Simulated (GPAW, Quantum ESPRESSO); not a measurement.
# ScF3 (Pm-3m): the F K absorption edge, part 2 of 2

What does one-electron theory with a core hole give for the F K edge of ScF3 (Pm-3m)?

GPAW 26.7.0; X-ray absorption from dipole matrix elements to empty bands, plane-wave PAW LDA.

So far. Step 2 (Ground state of the crystal): The mesh shows a gap of 6.20 eV, so the hole is first treated in a charged cell, without the excited electron. Step 3 (Spectrum without a core hole, F atom 2): Main maxima below 24 eV (height): 1.1 eV (2.11), 4.0 eV (1.76), 7.0 eV (0.82), 11.2 eV (1.82) and 19.7 eV (1.14). A K edge sees empty p states; the first features are F p mixed into the empty d states of the Sc neighbours, and the broad ones above probably into the cations' higher empty bands.

### Step 5. Spectrum with FCH, F atom 2

The holes are 5.7 Å apart. In GPAW the data set carries the hole's charge, so charge=0 means a charged cell and charge=-1 a neutral one. The excited electron is left out and a uniform background balances the charge. After the field has converged, empty bands are computed with the density fixed and the dipole matrix elements are summed.

Input file xas.py:

```python
import numpy as np
from ase import Atoms
from ase.parallel import parprint, paropen
from gpaw import GPAW, PW, FermiDirac, Mixer, MixerDif, setup_paths
from gpaw.test import gen
setup_paths.insert(0, '.')
gen('F', name='fch1s', xcname='LDA', corehole=(1, 0, 1), write_xml=True)
from gpaw.mpi import world
world.barrier()

atoms = Atoms('Sc2F6',
    cell=[[4.01245, 0, 4.01245],
     [0, 4.01245, 4.01245],
     [-4.01245, 0, 4.01245]],
    scaled_positions=[[0, 0, 0],
     [0.5, 0, 0.5],
     [0.25, 0, 0.25],
     [0.75, 0, 0.75],
     [0.75, 0.5, 0.75],
     [0.25, 0.5, 0.25],
     [0.25, 0, 0.75],
     [0.75, 0, 0.25]],
    pbc=True)
atoms.calc = calc = GPAW(legacy_gpaw=True, mode=PW(500, force_complex_dtype=True), xc='LDA', setups={2: 'fch1s'},
    kpts={'size': (5, 5, 5), 'gamma': True}, occupations=FermiDirac(0.02),
    charge=0, mixer=Mixer(0.1, 5, 50), maxiter=150,
    convergence={'density': 0.0001, 'eigenstates': 1e-6}, txt='scf.txt')
energy = atoms.get_potential_energy() + calc.get_reference_energy()
ef = calc.get_fermi_level()
out = dict(energy=energy, fermi=ef, forces=atoms.get_forces().tolist())
parprint(f'all-electron energy {energy:.4f} eV, Fermi level {ef:.4f} eV')
ev = np.array([[calc.get_eigenvalues(k, s) for k in range(len(calc.get_ibz_k_points()))] for s in range(calc.get_number_of_spins())])
out['homo'], out['lumo'], out['counts'] = ev[ev < ef].max(), ev[ev > ef].min(), sorted(set((ev < ef).sum((0, 2)).tolist()))
out['filled'] = (ev[:, 0] < ef).sum(1).tolist()

from ase.units import Ha
from gpaw.xas import dipole_matrix_elements
nb = int(calc.get_number_of_electrons() / 2) + 90
top, nb = nb, nb + 8 + nb // 12
nscf = calc.fixed_density(kpts={'size': (6, 6, 6), 'gamma': True}, nbands=nb,
    convergence={'bands': top, 'eigenstates': 5e-3}, maxiter=60, txt='nscf.txt')
cell = atoms.cell.array
ops = [cell.T @ U.T @ np.linalg.inv(cell.T) for U in nscf.wfs.kd.symmetry.op_scc]
filled = [32]  # bands filled in the ground state, by spin
E = np.arange(-6, 34, 0.1)
fwhm = np.interp(E, [4, 25], [0.9, 3.5])
Y, X, zero, highest = 0, 0, 1e9, 1e9
for spin in range(nscf.get_number_of_spins()):
    wfs = nscf.wfs
    mine = wfs.bd.get_slice()  # this rank's bands
    A = dipole_matrix_elements(wfs.setups[2])
    eps = np.zeros((wfs.kd.nibzkpts, nb))
    d = np.zeros((3, A.shape[1], wfs.kd.nibzkpts, nb), complex)
    for kpt in wfs.kpt_u:
        if kpt.s == spin and 2 in kpt.P_ani:
            eps[kpt.k, mine] = kpt.eps_n * Ha
            d[:, :, kpt.k, mine] = (kpt.weight * wfs.nspins / 2) ** 0.5 * np.inner(A, kpt.P_ani[2])
    world.sum(eps)
    world.sum(d)
    T = np.einsum('amkn,bmkn->abkn', d, d.conj()).real
    T = sum(np.einsum('ai,ijkn,bj->abkn', R, T, R) for R in ops) / len(ops)
    empty = np.ones_like(eps, bool) & (np.arange(nb) >= filled[spin])
    zero, highest = min(zero, eps[empty].min()), min(highest, eps[:, top - 1].min())
    lines = [(eps, T, empty)] if spin == 0 else lines + [(eps, T, empty)]
for eps, T, empty in lines:
    f = np.einsum('aakn->akn', T).reshape(3, -1)
    x = eps.ravel() - zero
    w = np.interp(x, E, fwhm) / 2.35482
    g = np.exp(-0.5 * ((E[:, None] - x) / w) ** 2) / (w * (2 * np.pi) ** 0.5)
    Y = Y + (f * empty.ravel()) @ g.T
    X = X + (f * ~empty.ravel()) @ g.T
out.update(E=E.round(2).tolist(), xas=Y.tolist(), xes=X.tolist(), zero=zero, valid=highest - zero, nk=len(eps), nb=nb)
for i in range(0, len(E), 10):
    parprint(f'{E[i]:7.2f}', *(f'{v:10.3e}' for v in Y[:, i]))
import json
with paropen('out.json', 'w') as f:
    json.dump(out, f)
```

Run with:

```bash
OMP_NUM_THREADS=1 mpirun -n 4 gpaw python xas.py
```

Numbers of over 12 decimals in the logs are rounded to 6 here.

What it wrote:

```text
Input parameters:
  convergence: {density: 0.0001,
                eigenstates: 1e-06}
  kpts: {gamma: True,
         size: (5, 5, 5)}
  maxiter: 150
  mixer: {backend: pulay,
          beta: 0.1,
          method: separate,
          nmaxold: 5,
          weight: 50}
  mode: {ecut: 500.0,
         force_complex_dtype: True,
         name: pw}
  occupations: {fixmagmom: False,
                name: fermi-dirac,
                width: 0.02}
  setups: {2: fch1s}

Initialize ...

[... PAW data sets ...]

Reference energy: -56973.688284  # eV

Spin-paired calculation

[... convergence settings ...]
Symmetries present (total): 8
  [... symmetry matrices ...]

125 k-points: 5 x 5 x 5 Monkhorst-Pack grid
18 k-points in the irreducible part of the Brillouin zone
       k-points in crystal coordinates                weights
   0:     0.00000000    0.00000000    0.00000000          1/125
   1:     0.20000000    0.00000000   -0.20000000          4/125
   2:     0.20000000    0.20000000   -0.20000000          4/125
   3:     0.20000000    0.20000000    0.00000000          8/125
   4:     0.20000000    0.20000000    0.20000000          2/125
   5:     0.40000000   -0.20000000    0.20000000          8/125
   6:     0.40000000    0.00000000   -0.40000000          4/125
   7:     0.40000000    0.00000000    0.20000000         16/125
   8:     0.40000000    0.00000000    0.40000000          8/125
   9:     0.40000000    0.20000000   -0.40000000          8/125
          ...
  17:     0.40000000    0.40000000    0.40000000          2/125

Wave functions: Plane wave expansion
  Cutoff energy: 500.000 eV
  Number of coefficients (min, max): 3269, 3296
  Pulay-stress correction: 0.000000 eV/Ang^3 (de/decut=0.000000)
  Using FFTW library
  Wavefunction extrapolation:
    Improved wavefunction reuse through dual PAW basis

Occupation numbers: Fermi-Dirac:
  width: 0.0200  # eV

Eigensolver
   Davidson(niter=2)

Densities:
  Coarse grid: 30*30*30 grid
  Fine grid: 60*60*60 grid
  Total Charge: 1.000000

Density mixing:
  Method: separate
  Backend: pulay
  Linear mixing parameter: 0.1
  old densities: 5
  Width of damping distribution: 1.1
  Damping of long wavelength oscillations: 50

[... Hamiltonian set-up ...]
Number of atoms: 8
Number of atomic orbitals: 50
Number of bands in calculation: 43
Number of valence electrons: 64
Bands to converge: occupied

... initialized

Initializing position-dependent things.

Density initialized from atomic densities
Creating initial wave functions:
  43 bands from LCAO basis set

              F

            F
              F
       F    Sc   F

            F

            Sc

Atomic positions and initial magnetic moments

Positions:
   0 Sc     0.000000    0.000000    0.000000    ( 0.0000,  0.0000,  0.0000)
   1 Sc     0.000000    0.000000    4.012450    ( 0.0000,  0.0000,  0.0000)
   2 F      0.000000    0.000000    2.006225    ( 0.0000,  0.0000,  0.0000)
   3 F     -0.000000    0.000000    6.018675    ( 0.0000,  0.0000,  0.0000)
   4 F     -0.000000    2.006225    8.024900    ( 0.0000,  0.0000,  0.0000)
   5 F      0.000000    2.006225    4.012450    ( 0.0000,  0.0000,  0.0000)
   6 F     -2.006225    0.000000    4.012450    ( 0.0000,  0.0000,  0.0000)
   7 F      2.006225    0.000000    4.012450    ( 0.0000,  0.0000,  0.0000)

Unit cell:
           periodic     x           y           z      points  spacing
  1. axis:    yes    4.012450    0.000000    4.012450    30     0.1544
  2. axis:    yes    0.000000    4.012450    4.012450    30     0.1337
  3. axis:    yes   -4.012450    0.000000    4.012450    30     0.1544

  Lengths:   5.674461   5.674461   5.674461
  Angles:   60.000000  90.000000  60.000000

Effective grid spacing dv^(1/3) = 0.1685

iter:   1   -77.266980
iter:   2   -75.092762   -0.73  -1.18
iter:   3   -72.191013   -0.39  -1.26
iter:   4   -72.124576   -1.20  -1.48
iter:   5   -72.087935   -1.03  -1.62
iter:   6   -72.122094   -1.37  -2.02
iter:   7   -72.024042   -1.78  -2.09
iter:   8   -72.027393   -3.08  -2.70
iter:   9   -72.029342c  -3.37  -2.71
iter:  10   -72.025924c  -2.92  -2.80
iter:  11   -72.025261c  -3.78  -3.25
iter:  12   -72.025255c  -4.85  -3.70
iter:  13   -72.025255c  -5.05  -3.76
iter:  14   -72.025238c  -5.56  -3.86
iter:  15   -72.025235c  -5.81  -3.94
iter:  16   -72.025237c  -6.55c -4.06c

Converged after 16 iterations.

Dipole moment: (-0.000000, -0.000000, -1.060327) |e|*Ang

Energy contributions relative to reference atoms: (reference = -56973.688284)

Kinetic:        +45.067967
Potential:      -70.810761
External:        +0.000000
XC:             -47.768619
Entropy (-ST):   -0.000000
Local:           +1.486177
SIC:             +0.000000
--------------------------
Free energy:    -72.025237
Extrapolated:   -72.025237

Showing only first 2 kpts
 Kpt  Band  Eigenvalues  Occupancy
  0    30     -2.36902    2.00000
  0    31     -2.28314    2.00000
  0    32      3.29013    0.00000
  0    33      3.29017    0.00000

  1    30     -2.45202    2.00000
  1    31     -2.36937    2.00000
  1    32      3.30277    0.00000
[...]
Fermi level: 0.10100

Gap: 5.573 eV
Transition (v -> c):
  (s=0, k=0, n=31, [0.00, 0.00, 0.00]) -> (s=0, k=0, n=32, [0.00, 0.00, 0.00])
No difference between direct/indirect transitions

Forces in eV/Ang:
  0 Sc    0.00000    0.00000   -4.74370
  1 Sc    0.00000    0.00000    4.74370
  2 F    -0.00000    0.00000    0.00000
  3 F     0.00000    0.00000   -0.00000
  4 F    -0.00000    0.00000    0.00000
  5 F    -0.00000   -0.00000    0.00000
  6 F     0.00000    0.00000    0.00000
  7 F    -0.00000    0.00000    0.00000
Scalar-relativistic atomic LDA calculation for F (Fluorine, Z=9)
Core hole in 1s state (1s occupation: 1.0)
300 radial gridpoints.
|------------------------------------------------|
|------------------------------------------------|
[... the atom generator's iteration count ...]

Energy contributions:
-------------------------
Kinetic:      +73.074518
XC:            -7.529720
Potential:   -138.883139
-------------------------
Total:        -73.338341

state      eigenvalue         ekin         rmax
-----------------------------------------------
1s^1.0 :   -27.508849    38.870947        0.112
2s^2.0 :    -1.877741     5.094802        0.712
2p^5.0 :    -1.212468     4.802793        0.605
-----------------------------------------------
(units: Bohr and Hartree)

Generating PAW setup
Kinetic energy of the core from tauc = 38.910803
Cutoffs:
rc(s)=1.200
rc(p)=1.200
rc(d)=1.200
rc(vbar)=1.080
rc(comp)=1.200
rc(nct)=1.200

Kinetic energy of the core states: 38.870947
Charge: 1.0
Core electrons: 1.0
Valence electrons: 7.0
Pseudo-core charge: 0.000102
Shape function alpha=6.944
Pseudo-electron charge 5.398325
state    eigenvalue         norm
--------------------------------
2s(2) :    -1.877741     1.039630
*s    :    -0.877741
2p(5) :    -1.212468     0.663793
*p    :    -0.212468
*d    :     0.000000
--------------------------------

Diagonalizing with gridspacing h=0.050

state   all-electron     PAW
-------------------------------
2s:      -1.877741    -1.879888
2p:      -1.212468    -1.215269
*d:                   -0.058611
*f:                   -0.013370
-------------------------------
all-electron energy -57045.7135 eV, Fermi level 0.1010 eV
[...]
31.00  4.546e-05  4.546e-05  7.019e-05
  32.00  3.892e-05  3.892e-05  7.491e-05
  33.00  3.533e-05  3.533e-05  7.182e-05
```

Elapsed: 54 s, on 4 MPI ranks of Intel Xeon Platinum 8488C (Sapphire Rapids), shared host; peak memory 0.35 GiB.

The F K spectrum, F atom 2, full core hole (charged cell) (energy from the lowest empty level; intensity scaled to a mean of 1 over the first 20 eV):

```csv
E (eV),intensity
-2.0,0.00
-0.5,0.04
1.0,1.33
2.5,0.95
4.0,1.04
5.5,0.61
7.0,1.01
8.5,1.14
10.0,1.73
11.5,1.54
13.0,0.72
14.5,0.51
16.0,0.59
17.5,0.79
19.0,1.24
20.5,1.11
22.0,0.57
23.5,0.41
25.0,0.58
26.5,0.96
28.0,1.40
29.5,1.67
31.0,1.69
```

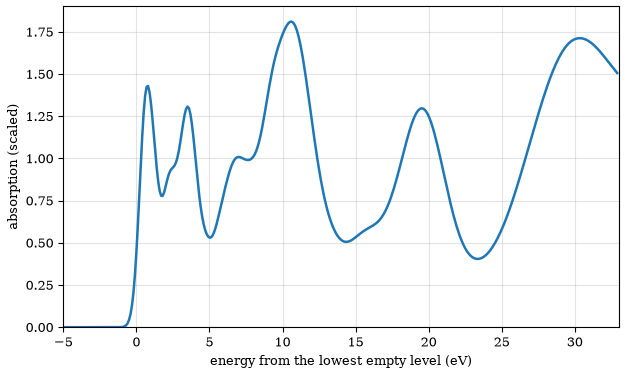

The F K edge, F atom 2, full core hole (charged cell): main maxima at 0.8, 3.5 and 10.6 eV.

Main maxima below 24 eV (height): 0.8 eV (1.43), 3.5 eV (1.31), 10.6 eV (1.81) and 19.5 eV (1.30). 

The hole costs E(hole) − E(ground) = 686.75 eV, and the lowest empty level of the hole cell on the spectrum's mesh lies at 3.29 eV, which puts the zero at 690.04 eV. One term is added: -9.89 eV, since the hole is spin-paired here and a spin-polarised one costs that much less in the free atom (computed apart). The photon energy is then 680.15 eV. The functional and the charged cell's background leave an error in such absolute values: in the free atom LDA prices this hole 4.7 eV below PBE (computed apart), and PBE is itself good to a few eV.

### Step 6. Excitation energy, F atom 2

With the excited electron kept in the cell the system stays neutral, and the energy difference is an excitation energy by itself. In a small cell that electron takes up a good share of the lowest empty band, or all of one, which shifts the value from the true onset.

Changed against the first core-hole run: core hole to XCH, with the smearing that suits a partly filled band.

Input file scf.py:

```python
import numpy as np
from ase import Atoms
from ase.parallel import parprint, paropen
from gpaw import GPAW, PW, FermiDirac, Mixer, MixerDif, setup_paths
from gpaw.test import gen
setup_paths.insert(0, '.')
gen('F', name='fch1s', xcname='LDA', corehole=(1, 0, 1), write_xml=True)
from gpaw.mpi import world
world.barrier()

atoms = Atoms('Sc2F6',
    cell=[[4.01245, 0, 4.01245],
     [0, 4.01245, 4.01245],
     [-4.01245, 0, 4.01245]],
    scaled_positions=[[0, 0, 0],
     [0.5, 0, 0.5],
     [0.25, 0, 0.25],
     [0.75, 0, 0.75],
     [0.75, 0.5, 0.75],
     [0.25, 0.5, 0.25],
     [0.25, 0, 0.75],
     [0.75, 0, 0.25]],
    pbc=True)
atoms.calc = calc = GPAW(legacy_gpaw=True, mode=PW(500, force_complex_dtype=True), xc='LDA', setups={2: 'fch1s'},
    kpts={'size': (5, 5, 5), 'gamma': True}, occupations=FermiDirac(0.04),
    charge=-1, mixer=Mixer(0.1, 5, 50), maxiter=150,
    convergence={'density': 0.0001, 'eigenstates': 1e-6}, txt='scf.txt')
energy = atoms.get_potential_energy() + calc.get_reference_energy()
ef = calc.get_fermi_level()
out = dict(energy=energy, fermi=ef, forces=atoms.get_forces().tolist())
parprint(f'all-electron energy {energy:.4f} eV, Fermi level {ef:.4f} eV')
ev = np.array([[calc.get_eigenvalues(k, s) for k in range(len(calc.get_ibz_k_points()))] for s in range(calc.get_number_of_spins())])
out['homo'], out['lumo'], out['counts'] = ev[ev < ef].max(), ev[ev > ef].min(), sorted(set((ev < ef).sum((0, 2)).tolist()))
out['filled'] = (ev[:, 0] < ef).sum(1).tolist()
import json
with paropen('out.json', 'w') as f:
    json.dump(out, f)
```

Run with:

```bash
OMP_NUM_THREADS=1 mpirun -n 4 gpaw python scf.py
```

What it wrote:

```text
Input parameters:
  charge: -1
  convergence: {density: 0.0001,
                eigenstates: 1e-06}
  kpts: {gamma: True,
         size: (5, 5, 5)}
  maxiter: 150
  mixer: {backend: pulay,
          beta: 0.1,
          method: separate,
          nmaxold: 5,
          weight: 50}
  mode: {ecut: 500.0,
         force_complex_dtype: True,
         name: pw}
  occupations: {fixmagmom: False,
[...]
--------------------------------
2s(2) :    -1.877741     1.039630
*s    :    -0.877741
2p(5) :    -1.212468     0.663793
*p    :    -0.212468
*d    :     0.000000
--------------------------------

Diagonalizing with gridspacing h=0.050

state   all-electron     PAW
-------------------------------
2s:      -1.877741    -1.879888
2p:      -1.212468    -1.215269
*d:                   -0.058611
*f:                   -0.013370
-------------------------------
all-electron energy -57041.5548 eV, Fermi level 4.9025 eV
[key lines of the parts left out:]
Converged after 19 iterations.
Dipole moment: (-0.000000, -0.000000, -1.066947) |e|*Ang
Free energy:    -67.880559
Fermi level: 4.90246
```

Wall time 18 s (4 MPI ranks); peak memory 0.23 GiB.

The total-energy difference is 690.91 eV. With the free-atom term of -9.89 eV for this edge, the photon energy is 681.02 eV.

### Step 7. With and without the hole

Both curves are counted from their own zero, so only the shift of weight within the empty states shows.

```csv
E (eV),no hole,FCH
-2.0,0.00,0.00
-1.0,0.00,0.00
0.0,0.28,0.44
1.0,2.10,1.33
2.0,0.63,0.83
3.0,0.90,1.09
4.0,1.76,1.04
5.0,0.65,0.53
6.0,0.57,0.80
7.0,0.82,1.01
8.0,0.73,1.01
9.0,1.04,1.38
10.0,1.36,1.73
11.0,1.79,1.75
12.0,1.60,1.23
13.0,1.05,0.72
14.0,0.61,0.52
15.0,0.54,0.53
16.0,0.59,0.59
17.0,0.62,0.68
18.0,0.80,0.94
19.0,1.06,1.24
20.0,1.12,1.25
21.0,0.88,0.92
22.0,0.57,0.57
23.0,0.39,0.41
24.0,0.35,0.43
25.0,0.40,0.58
26.0,0.51,0.82
27.0,0.66,1.11
28.0,0.81,1.40
29.0,0.94,1.61
30.0,1.08,1.71
31.0,1.21,1.69
32.0,1.31,1.60
```

With each curve scaled to its own mean, the area from −2 to 6 eV with the hole is 5.7 against 6.5, and the centre of weight from −1 to 20 eV moves by +0.3 eV (first and strongest maxima below 20 eV: 1.1 eV (2.11), 4.0 eV (1.76) and 11.2 eV (1.82) without the hole, 0.8 eV (1.43), 3.5 eV (1.31) and 10.6 eV (1.81) with it): the weight at the onset falls, probably as the absorber's own filled states drop away from the neighbours' empty ones and mix less with them.

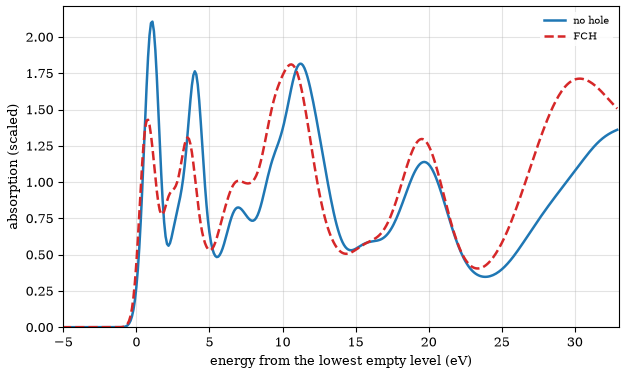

The F K edge with and without the core hole, each from its own zero; the highest intensity below 16 eV lies at 10.6 eV with the hole.

### Step 8. Against the measurement

Features are paired by their description (first, strongest, rising edge, steepest rise) or, failing that, by nearness after a common offset; their character isn't checked.

GPAW LDA (Gaussian full width 0.9 eV up to 4 eV, rising linearly to 3.5 eV at 25 eV):

| measured feature | measured (eV) | computed feature | computed (eV) | difference (eV) |
| --- | --- | --- | --- | --- |
| F K-edge, lowest-energy sharp peak at the onset | 687 | first maximum | 681.0 | -6.0 |

### Step 9. Runs not followed above

These runs aren't followed: redraws of a spectrum that repeat one shown, runs with a planted fault or a state judged unsound, or a program's part that gave no sound spectrum.

| program | step | status | elapsed |
| --- | --- | --- | --- |
| Quantum ESPRESSO | ground state | crashed | 7.3 s |

### Step 10. Outcome

| Item | Value |
| --- | --- |
| absorber and edge | F K, atom 2 of the ground-state input (counted from 1) |
| surroundings | 2 Sc at 2.01 Å (linear, site symmetry 4/mmm) |
| highest intensity below 16 eV | 10.6 eV above the zero, height 1.81 |
| photon energy of the zero, with the added terms | 680.2 eV (raw 690.0 eV; LDA puts this hole about 5 eV below PBE, itself good to a few eV) |

GPAW LDA lies 6.0 eV below the measured energy, of which about 5 eV is this functional's underpricing of the hole against PBE in the free atom. Energy scales of different experiments differ by up to about 1 eV. The F K edge of atom 2, with 2 Sc at 2.01 Å (linear, site symmetry 4/mmm), has its highest intensity of the first 16 eV at 10.6 eV above the zero, near 691 eV in photon energy (LDA puts this hole about 5 eV below PBE, itself good to a few eV), 1.8 times the mean level of the first 20 eV (Gaussian full width 0.9 eV up to 4 eV, rising linearly to 3.5 eV at 25 eV). With each curve scaled to its own mean, the area from −2 to 6 eV with the hole is 5.7 against 6.5, and the centre of weight from −1 to 20 eV moves by +0.3 eV (first and strongest maxima below 20 eV: 1.1 eV (2.11), 4.0 eV (1.76) and 11.2 eV (1.82) without the hole, 0.8 eV (1.43), 3.5 eV (1.31) and 10.6 eV (1.81) with it): the weight at the onset falls, probably as the absorber's own filled states drop away from the neighbours' empty ones and mix less with them. The neutral-cell energy lies +0.9 eV from the charged-cell zero, a gap made of the charged-cell error and of where the added electron settles. The same cell was also set up in Quantum ESPRESSO; that part failed, was judged unsound or used a data set known to give false states; its runs are listed without their results. The holes are only 5.7 Å apart, so the shape is probably not converged with cell size; no larger cell was run here. The mesh is coarse (0.26 Å⁻¹ between points), so small maxima may be mesh ripples. Lifetime broadening is put in by hand, and intensities beyond about 20 eV depend on it and on the partial waves; weight that the partial waves miss at high energy is lost. The structure is a published determination, not relaxed.

[Banner, clock and machine lines of the logs are left out without a mark of their own.]

[Logs are printed without paths, hosts, clocks, repeated set-up lines and the standing remarks that a program may print on its own settings, such as how far it seeks lower states.]

[Hosts, paths, dates, database ids (printed as entryN), source tags and the programs' standing remarks are cut or masked in the printed files.]

[Lists of maxima count a maximum above −3 eV only where it reaches 4 % of the highest in the window and stands out from its surroundings by 2 % of it (1.5 % where it reaches 55 %); shoulders and weaker maxima are passed over, and of the rest the first, up to two pre-edge ones and the few strongest are named.]
